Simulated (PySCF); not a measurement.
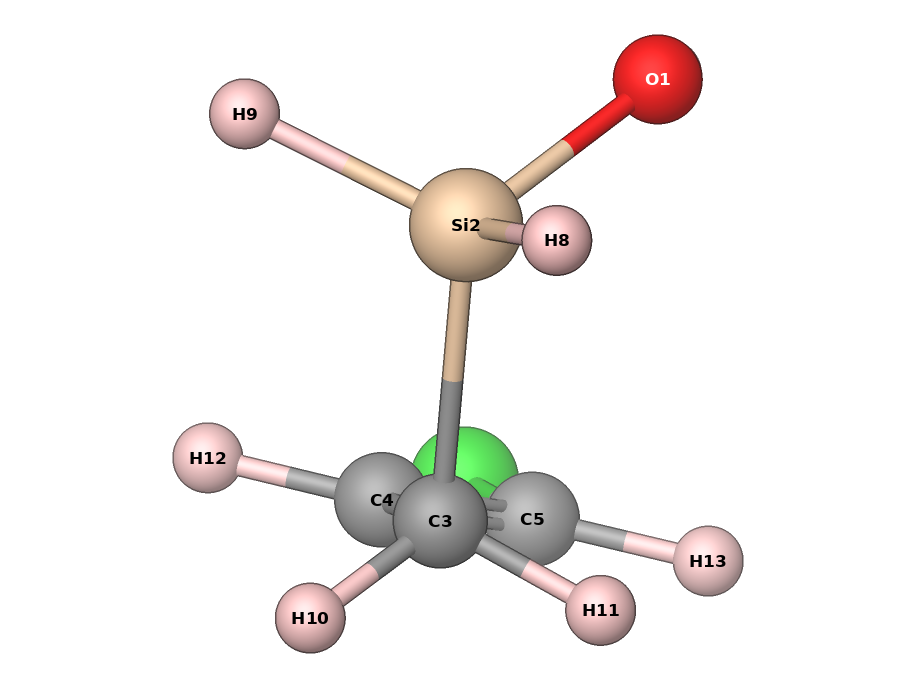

C4 lies behind C3. The molecule seen a little off the C3–C4 bond, C3 in front. Atoms fade into the background with distance from the viewer. The geometry was computed by an optimisation with GFN2-xTB. No frequency run is at hand to confirm it as a minimum.

Q: What is the torsion angle Si2–C3–C4–C5? The sign is positive where the front bond must turn clockwise to cover the back bond.

A: 100°, anticlinal.
